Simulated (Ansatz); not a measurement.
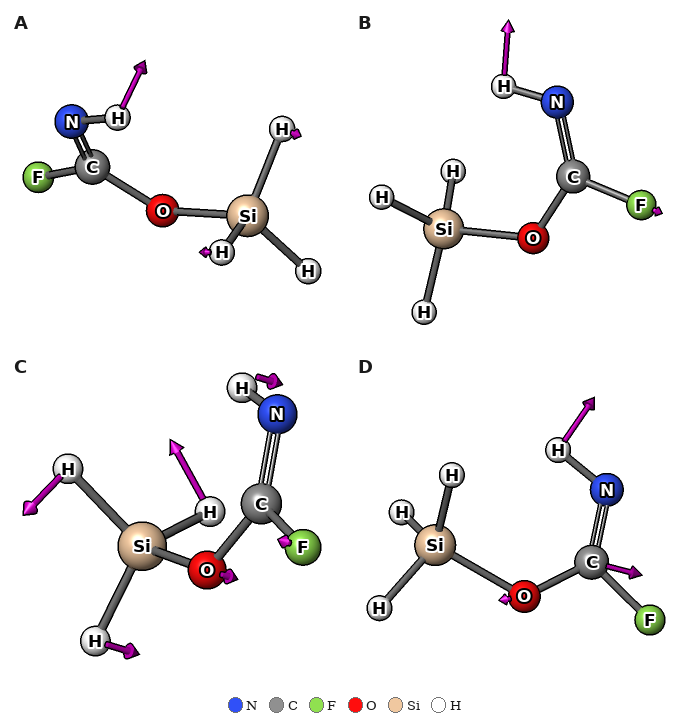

4 normal modes of one molecule or complex, as arrows. Harmonic vibrations computed with RKS PBE0-D4/def2-TZVP (Ansatz 0.2.0) at a stationary point of the same level.

Match the panels to the wavenumbers 51 cm⁻¹, 790 cm⁻¹, 1025 cm⁻¹, 1363 cm⁻¹.

Answer. A: 790 cm⁻¹
B: 1025 cm⁻¹
C: 51 cm⁻¹, a torsion or out-of-plane motion in which bond lengths and bond angles hardly change
D: 1363 cm⁻¹
